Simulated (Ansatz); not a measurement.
# SiCl (SMILES [Si]Cl): a first try and a second

Aim: the energy of SiCl at CASCI(11,10)/def2-TZVP (sfX2C, 1 point charge, start density atoms).

The results are computed with Ansatz 0.2.0.

9 further runs of the same task are left out: 1 that didn't finish, 8 set aside as unsound or not needed. Runs told in other sessions of the task aren't counted.

## Step 1: The system as given

SiCl has 2 atoms, charge 0, and is taken as a doublet. As SMILES, `[Si]Cl`. Geometry: relaxed at PBE0-D4/def2-TZVP.

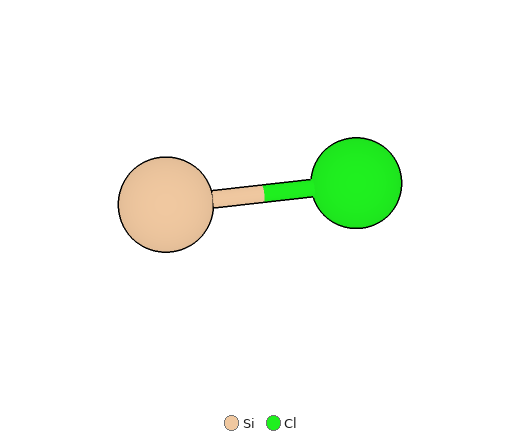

Viewed from a chosen angle; silicon light orange, chlorine green.

## Step 2: The input as first written

in.yaml reads:

```yaml
crystal:
  periodic: [false, false, false]
  atoms:
    - symbol: Si
      position_ang: [0.881810, -0.293660, 0.452120]
    - symbol: Cl
      position_ang: [0.881810, -0.293660, 0.452120]
basis:
  gaussian:
    orbitals: def2-TZVP.json
    point_charges: [{charge: 2, position_ang: [-3.4491, 3.4795, -0.5208]}]
magnetization:
  spin_polarized: false
  initial_magnetization: 1
hamiltonian:
  pseudopotentials: {relativity: scalar}
correlation:
  active_space: {window: {electrons: 11, orbitals: 10}, fixed_orbitals: true}
  frozen_orbitals: {Cl: 5, Si: 5}
```

On the command line:

```sh
$ ansatz run in.yaml --threads 1 --pin off --max-ram 3480MiB --events-out events.jsonl --progress --plain --runs-dir runs
```

The log of the run:

```text
Error: two nuclei lie on one point
```

Run time: 0.02 s. Hardware: 1 thread of Arm Neoverse V2, shared host.

## Step 3: Reading the log

The program refused the input.

The log says `Error: two nuclei lie on one point`. The fault: two atoms lie on top of or far too near each other. In place of `position_ang: [0.881810, -0.293660, 0.452120]` the sound input has `position_ang: [-0.881810, 0.293660, -0.452120]`, `output: {orbitals: {seedname: orbitals}}`. Not every line listed need be part of the cure. As the program read them, the closest atoms are 0.00 Å apart, against 2.07 Å in the sound input.

## Step 4: Try two

Edit in.yaml of step 2 so:

```diff
@@ -6,3 +6,3 @@
     - symbol: Cl
-      position_ang: [0.881810, -0.293660, 0.452120]
+      position_ang: [-0.881810, 0.293660, -0.452120]
 basis:
@@ -19 +19,2 @@
   frozen_orbitals: {Cl: 5, Si: 5}
+output: {orbitals: {seedname: orbitals}}
```

The basis set def2-TZVP is read from a file made from the Basis Set Exchange's data (not shown).

On the command line:

```sh
$ ansatz run in.yaml --threads 1 --pin off --max-ram 3480MiB --events-out events.jsonl --progress --plain --runs-dir runs
```

The log of the run:

```text
Warning: RAYON_NUM_THREADS=1 ignored (pool sized by the plan → 1); use --threads N
Functional definition: HF
  name "HF"
  exchange = exact_x
  correlation = 0
431 factors; integrals over basis functions are off by at most 7.2e-4 eV
mean field evaluation 1: about -20414.4679 eV, gradient 1.3e1 eV
mean field evaluation 2: about -20414.5583 eV, gradient 1.3e1 eV
mean field evaluation 4: about -20415.3514 eV, gradient 1.2e0 eV
mean field evaluation 8: about -20415.3646 eV, gradient 8.7e-2 eV
mean field evaluation 16: about -20415.3647 eV, gradient 5.3e-6 eV
mean field evaluation 32: about -20415.3588 eV, gradient 5.9e-1 eV
mean field evaluation 64: about -20415.3453 eV, gradient 5.6e-1 eV
mean field -20415.36468900 eV, -750.2508142897 hartree, gradient 2.6e-6 eV, S^2 0.750000; 5 other end points of the search recorded, 0 dependent functions left out
reference -20415.36468900 eV, -750.2508142897 hartree; 16, 15 occupied and 58, 59 virtual orbitals, 431 factors
state -20416.01343643 eV, -750.2746553179 hartree
Total energy: -20416.01343643 eV, -750.2746553179 hartree
Relativity: scalar
```

It took 1.5 s on 1 thread of Arm Neoverse V2, shared host.

## Step 5: Summary of results

Level: CASCI(11,10)/def2-TZVP (sfX2C, 1 point charge, start density atoms).

| quantity | value |
| --- | --- |
| total energy | -750.27466 Eh |
